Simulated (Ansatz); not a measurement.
**S2F2 (Difluorodisulfane) at 6 levels**

Aim: a comparison of 6 runs (UHF/STO-3G, CAM-B3LYP/STO-3G, HSE06/STO-3G, PBE0/STO-3G, wB97M-V/STO-3G, wB97X/STO-3G) of S2F2 (Difluorodisulfane). 

Program for the calculation: Ansatz 0.2.0.

40 further runs of the same task are left out: 7 that didn't finish, 33 set aside as unsound or not needed.

### 1 The system as given

S2F2: 4 atoms, total charge 0, spin state singlet. As SMILES, `FSSF`. The S3–S2 distance was set to 2.362 Å, away from the relaxed value.

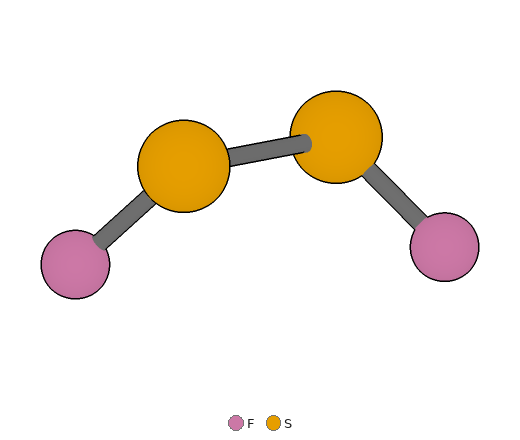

The structure, seen from a chosen angle (fluorine pink, sulfur amber).

### 2 The energy at UHF/STO-3G (run 1)

The input, input.yaml:

```yaml
crystal:
  periodic: [false, false, false]
  atoms:
    - {symbol: F, position_ang: [-2.161899, 0.060194, -0.733498]}
    - {symbol: S, position_ang: [-0.845819, 1.024274, -0.744278]}
    - {symbol: S, position_ang: [1.044990, -0.276390, -0.184720]}
    - {symbol: F, position_ang: [1.206410, -0.287820, 1.438680]}
basis:
  gaussian:
    orbitals: STO-3G
total_charge: 0
magnetization:
  spin_polarized: true
hamiltonian:
  xc: hf
accuracy: high
```

Launch:

```bash
$ ansatz run input.yaml --threads 1 --pin off --max-ram 3480MiB --events-out events.jsonl --progress --plain --runs-dir runs
```

Standard output:

```text
Warning: RAYON_NUM_THREADS=1 ignored (pool sized by the plan → 1); use --threads N
Functional definition: HF
  name "HF"
  exchange = exact_x
  correlation = 0
505 factors; integrals over basis functions are off by at most 3.1e-8 eV
mean field evaluation 1: about -26728.4235 eV, gradient 1.2e1 eV
mean field evaluation 2: about -26728.5664 eV, gradient 1.2e1 eV
mean field evaluation 4: about -26730.1450 eV, gradient 9.5e-1 eV
mean field evaluation 8: about -26730.1626 eV, gradient 2.3e-8 eV
mean field evaluation 16: about -26728.5664 eV, gradient 1.2e1 eV
mean field evaluation 32: about -26719.1702 eV, gradient 1.1e1 eV
mean field -26730.25750176 eV, -982.3188447704 hartree, gradient 9.1e-9 eV, S^2 0.302461; 3 other end points of the search recorded, 0 dependent functions left out
reference -26730.25750176 eV, -982.3188447704 hartree; 25, 25 occupied and 3, 3 virtual orbitals, 505 factors
Total energy: -26730.25750176 eV, -982.3188447704 hartree
```

Run time: 0.77 s. Hardware: 1 thread of Arm Neoverse V2, shared host.

### 3 The energy at CAM-B3LYP/STO-3G (run 2)

The input, in.yaml:

```yaml
crystal:
  periodic: [false, false, false]
  atoms:
    - {symbol: F, position_ang: [-2.161899, 0.060194, -0.733498]}
    - {symbol: S, position_ang: [-0.845819, 1.024274, -0.744278]}
    - {symbol: S, position_ang: [1.044990, -0.276390, -0.184720]}
    - {symbol: F, position_ang: [1.206410, -0.287820, 1.438680]}
basis:
  gaussian: {orbitals: STO-3G}
hamiltonian: {xc: {name: CAM-B3LYP}}
accuracy: high
```

Launch:

```bash
$ ansatz run in.yaml --threads 1 --pin off --max-ram 3480MiB --events-out events.jsonl --progress --plain --runs-dir runs
```

Standard output:

```text
Warning: RAYON_NUM_THREADS=1 ignored (pool sized by the plan → 1); use --threads N
Functional definition: CAM-B3LYP
  name "CAM-B3LYP"
  parameter alpha = 0.19
  parameter beta = 0.46
  parameter omega = 0.33/bohr
  parameter ac = 0.81
  exchange = (1 - alpha - beta)*b88_x + beta*b88_x_sr(omega) + alpha*exact_x + beta*exact_x_lr(omega)
  correlation = (1 - ac)*vwn5_c + ac*lyp_c
505 factors; integrals over basis functions are off by at most 3.1e-8 eV
186 factors; integrals over basis functions are off by at most 9.1e-10 eV
mean field evaluation 1: about -26778.9225 eV, gradient 1.4e1 eV
mean field evaluation 2: about -26779.1905 eV, gradient 1.3e1 eV
mean field evaluation 4: about -26779.8555 eV, gradient 6.3e-2 eV
mean field evaluation 8: about -26779.8570 eV, gradient 4.1e-4 eV
mean field evaluation 16: about -26779.8570 eV, gradient 1.3e-7 eV
mean field -26779.85702075 eV, -984.1415934737 hartree, gradient 1.9e-8 eV, S^2 0.000000; 0 other end points of the search recorded, 0 dependent functions left out
reference -26779.85703158 eV, -984.1415938717 hartree; 25, 25 occupied and 3, 3 virtual orbitals, 505 factors
Total energy: -26779.85703158 eV, -984.1415938717 hartree
```

It took 1.6 s on 1 thread of Arm Neoverse V2, shared host; peak memory 0.11 GiB.

Runs 3 to 5 aren't shown in full; the table further down has their settings and results.

### 4 The energy at wB97X/STO-3G (run 6)

input.yaml: that of step 2 with these lines changed.

```diff
@@ -10,7 +10,4 @@
     orbitals: STO-3G
-total_charge: 0
-magnetization:
-  spin_polarized: true
 hamiltonian:
-  xc: hf
+  xc: {name: wB97X}
 accuracy: high
```

Launch:

```bash
$ ansatz run input.yaml --threads 1 --pin off --max-ram 3480MiB --events-out events.jsonl --progress --plain --runs-dir runs
```

Standard output (excerpt; [...] marks lines left out):

```text
Warning: RAYON_NUM_THREADS=1 ignored (pool sized by the plan → 1); use --threads N
Functional definition: wB97X
  name "wB97X"
[...]
      + exact_x_lr(omega)
[...]
      + integral(e_c_pw_opposite_spin*poly(b97_u_opposite, 1, cos1, cos2, cos3, cos4))
505 factors; integrals over basis functions are off by at most 3.1e-8 eV
165 factors; integrals over basis functions are off by at most 5.9e-10 eV
[...]
mean field -26781.95743495 eV, -984.2187822715 hartree, gradient 4.2e-8 eV, S^2 0.000000; 0 other end points of the search recorded, 0 dependent functions left out
reference -26781.95743394 eV, -984.2187822346 hartree; 25, 25 occupied and 3, 3 virtual orbitals, 505 factors
Total energy: -26781.95743394 eV, -984.2187822346 hartree
```

Run time: 5.7 s. Hardware: 1 thread of Arm Neoverse V2, shared host; peak memory 0.27 GiB.

### 5 Overview of the runs

| run | level | energy (Eh) | wall time |
| --- | --- | --- | --- |
| 1 | UHF/STO-3G | -982.318845 | 0.77 s |
| 2 | CAM-B3LYP/STO-3G | -984.141594 | 1.6 s |
| 3 | HSE06/STO-3G | -983.815768 | 1.4 s |
| 4 | PBE0/STO-3G | -983.835185 | 1.3 s |
| 5 | wB97M-V/STO-3G | -984.338667 | 22 s |
| 6 | wB97X/STO-3G | -984.218782 | 5.7 s |

### 6 Outcome

| quantity | value |
| --- | --- |
| run 6: total energy | -984.21878 Eh |

**Reading.** Totals of different functionals can't be ranked against each other. In runs 1, 2, 3, 4, 5, 6 the basis is minimal, so the values are rough. Spin contamination of the reference: run 1 ⟨S²⟩ = 0.30. All runs together took 32 s, the longest 22 s.
